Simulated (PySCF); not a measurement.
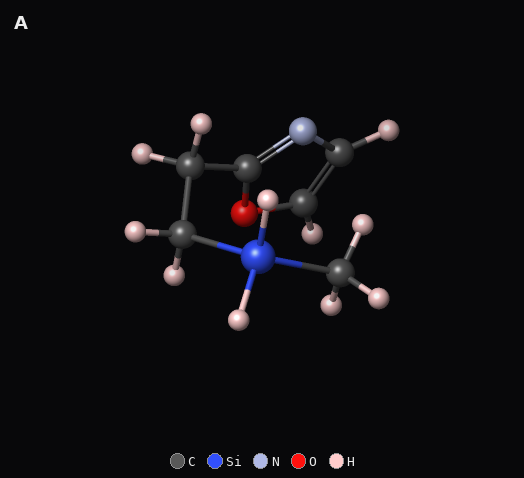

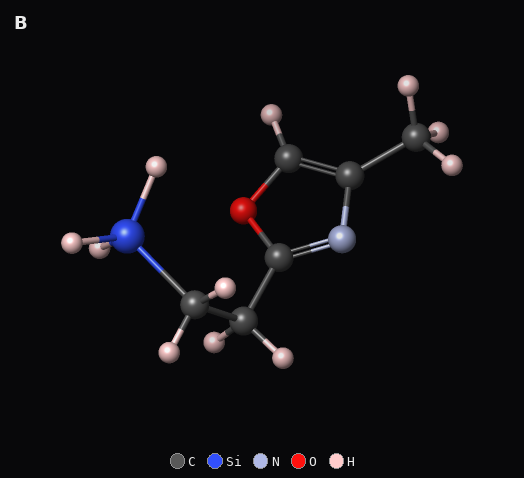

2 stationary structures of one formula. Geometries: GFN2-xTB. Electronic energies: PBE0/pcSseg-1 (PySCF 2.14.0), without zero-point energy. No frequency run is at hand to confirm each as a minimum. Each is one conformer, not always the lowest.

How are they related?

They are constitutional isomers of C6H11NOSi: A `C[SiH2]CCc1ncco1`, B `Cc1coc(CC[SiH3])n1`.

Which structure is the most stable?

A is lowest; B lies 0.272 eV above it.

The geometry is semi-empirical. Around Si such bond lengths and angles can be off by a tenth of an ångström or more and by several degrees, and values that hang on the shape move with them.
